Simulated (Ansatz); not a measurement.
```xyz
8
charge 0, multiplicity 1
Al   -0.4353   -0.3116   -0.1866
Br   -0.5851   -2.4194    0.5782
O     0.0987   -0.0925   -1.7687
O    -1.0506    0.9813    0.7093
H     1.8460   -0.1149    0.3986
H     1.5311    0.3278    0.9211
H     0.0941    0.7619   -2.1976
H    -1.4988    0.8675    1.5457
```

Work out the structure from the coordinates.

Formula AlBrH4O2. Judged by distances it falls into 2 fragments: AlBrH2O2, H2. Coordination: 1 Al trigonal planar; 2 O bent.

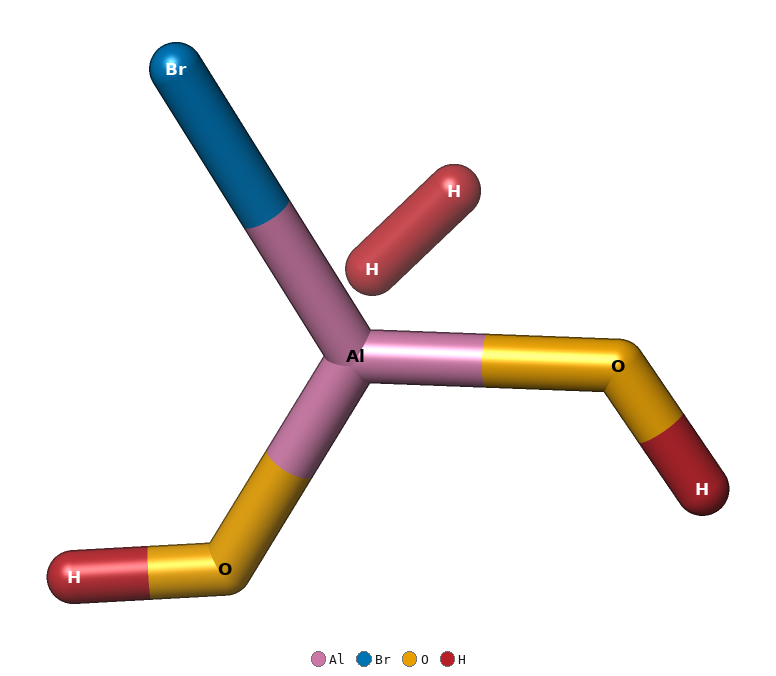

Source: calculation with Ansatz.
